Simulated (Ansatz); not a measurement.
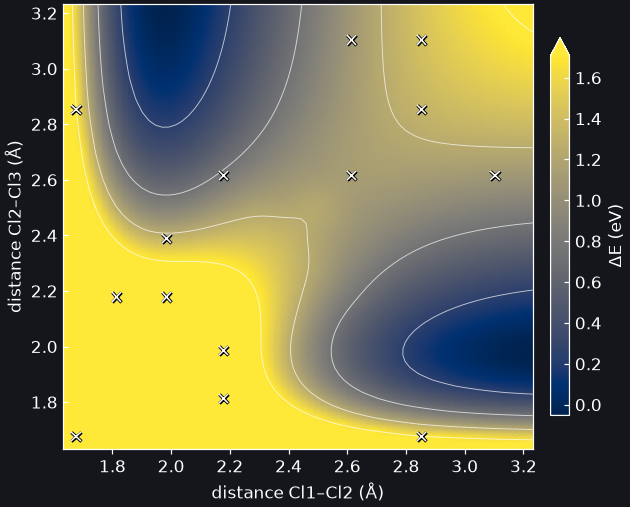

Energy landscape of the system Cl⁻ + Cl₂. The first coordinate is: distance Cl1–Cl2; the second: distance Cl2–Cl3. Nothing is relaxed (the angle Cl1–Cl2–Cl3 is fixed at 90 degrees). Grid: 17 × 17 points; 146 points were computed and 129 follow by symmetry. At 14 points there is no value. Energies: eV, counted from Cl with charge -1 far from the relaxed ClCl (each part in its own basis). The reference is spin-restricted, so regions where a bond is pulled apart into radicals lie too high. All numbers below come from RKS PBE0-D4/def2-TZVPD (Ansatz).

Drawn: a smooth colour map with a few white contour lines, crosses at grid points without a value, one colour for all values above the top of the scale. Between grid points the surface is interpolated. 

> Where are the wells?

The lowest grid point is at distance Cl1–Cl2 = 1.985 Å, distance Cl2–Cl3 = 3.232 Å, −0.05 eV from Cl with charge -1 far from the relaxed ClCl (each part in its own basis). It lies in a valley that leaves the map towards separated partners. The highest grid point, distance Cl1–Cl2 = 1.632 Å, distance Cl2–Cl3 = 1.632 Å, lies 13.92 eV above the lowest. On the interpolated surface the lowest path from the side where the first distance is long, distance Cl1–Cl2 = 3.232 Å, distance Cl2–Cl3 = 1.985 Å, to the side where the second distance is long, distance Cl1–Cl2 = 1.985 Å, distance Cl2–Cl3 = 3.232 Å, has its top at about distance Cl1–Cl2 = 2.60 Å, distance Cl2–Cl3 = 2.60 Å, about 1.2 eV above the start and 1.2 eV above the end.

The input of one point:

```yaml
crystal:
  periodic: [false, false, false]
  atoms:
    - { symbol: Cl, position_ang: [-3.232, 0.0, 0.0] }
    - { symbol: Cl, position_ang: [0.0, 0.0, 0.0] }
    - { symbol: Cl, position_ang: [0.0, 1.985, 0.0] }
total_charge: -1
basis:
  gaussian: { orbitals: def2-TZVPD }
hamiltonian:
  xc: pbe0
  dispersion: d4
output:
  forces: true
```

Each point was launched as `ansatz run input.yaml --threads 1 --pin off --max-ram 2560MiB --backend cpu --events-out ev --progress --plain --runs-dir out`. Time for the 146 points that were run: 19 min on 1 thread of Arm Neoverse V1, on a shared host.
